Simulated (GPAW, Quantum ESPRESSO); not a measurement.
Consider K (Im-3m).

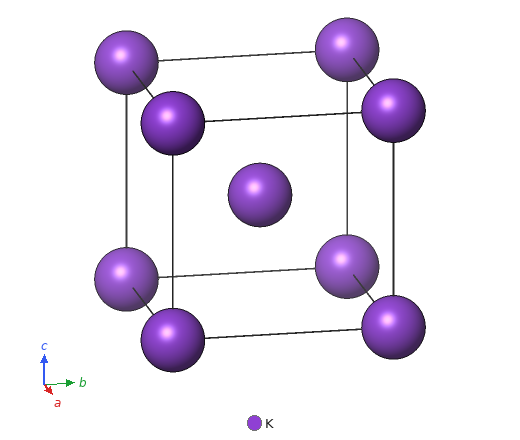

The structure (potassium purple). Some periodic images of atoms are drawn too.

```cif
data_structure
_symmetry_space_group_name_H-M 'P 1'
_symmetry_Int_Tables_number 1
_cell_length_a 4.5250
_cell_length_b 4.5250
_cell_length_c 4.5250
_cell_angle_alpha 109.471
_cell_angle_beta 109.471
_cell_angle_gamma 109.471
_cell_volume 71.32
loop_
_atom_site_label
_atom_site_type_symbol
_atom_site_fract_x
_atom_site_fract_y
_atom_site_fract_z
_atom_site_occupancy
K1 K 0.00000 0.00000 0.00000 1
```

Absorber: atom 1, with 8 K at 4.52 Å and 6 K at 5.22 Å (cube and octahedron, as in bcc, site symmetry m-3m). Method: Quantum ESPRESSO XSpectra, LDA, excited-electron core hole (neutral cell), 4-atom cell with 7.4 Å between holes, 6×6×6 k points, dipole transitions, Lorentzian half width 0.37 eV up to 4 eV, rising linearly to 2.5 eV at 25 eV.

The database entry behind the starting cell lists a temperature near 5 K, so it need not match the best structure at ambient conditions.

Q: What does the K K edge look like?

Main maxima up to 30 eV above the zero (height): 0.9 eV (1.40), 3.6 eV (1.18), 6.7 eV (1.80) and 17.5 eV (1.05). A K edge sees empty p states on the absorber. The total-energy difference is 3613.12 eV. One term is added: -19.73 eV, since the hole is spin-paired here and a spin-polarised one costs that much less in the free atom (computed apart). The photon energy is then 3593.39 eV. The tabulated edge of the element is 3608.4 eV. The functional leaves an error in such absolute values: in the free atom LDA prices this hole 11.1 eV below PBE (computed apart), and PBE is itself good to a few eV.

The K K spectrum (energy from the energy zero of the input (xe0, at the border of filled and empty states); intensity scaled to a mean of 1 over the first 20 eV; the points at xe0, where the cut of filled states can leave a spike, are interpolated):

| E (eV) | intensity |
| --- | --- |
| -2.0 | 0.06 |
| -0.5 | 0.20 |
| 1.0 | 1.38 |
| 2.5 | 0.55 |
| 4.0 | 1.02 |
| 5.5 | 0.94 |
| 7.0 | 1.66 |
| 8.5 | 0.92 |
| 10.0 | 0.85 |
| 11.5 | 0.95 |
| 13.0 | 0.98 |
| 14.5 | 0.99 |
| 16.0 | 1.01 |
| 17.5 | 1.05 |
| 19.0 | 1.00 |
| 20.5 | 0.93 |
| 22.0 | 0.92 |
| 23.5 | 0.92 |
| 25.0 | 0.91 |
| 26.5 | 0.90 |
| 28.0 | 0.87 |
| 29.5 | 0.88 |
| 31.0 | 0.93 |

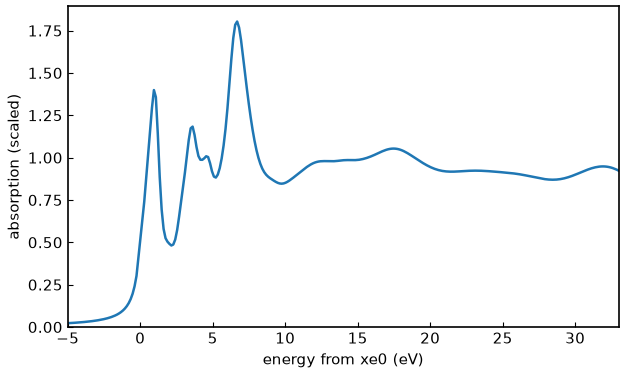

The K K edge.

The structure is a published determination, not relaxed.

[Banner, clock and machine lines of the logs are left out without a mark of their own.]

[Logs are printed without paths, hosts, clocks, repeated set-up lines and the standing remarks that a program may print on its own settings, such as how far it seeks lower states.]

[Hosts, paths, dates, database ids (printed as entryN), source tags and the programs' standing remarks are cut or masked in the printed files.]

[Lists of maxima count a maximum above −3 eV only where it reaches 4 % of the highest in the window and stands out from its surroundings by 2 % of it (1.5 % where it reaches 55 %); shoulders and weaker maxima are passed over, and of the rest the first, up to two pre-edge ones and the few strongest are named.]
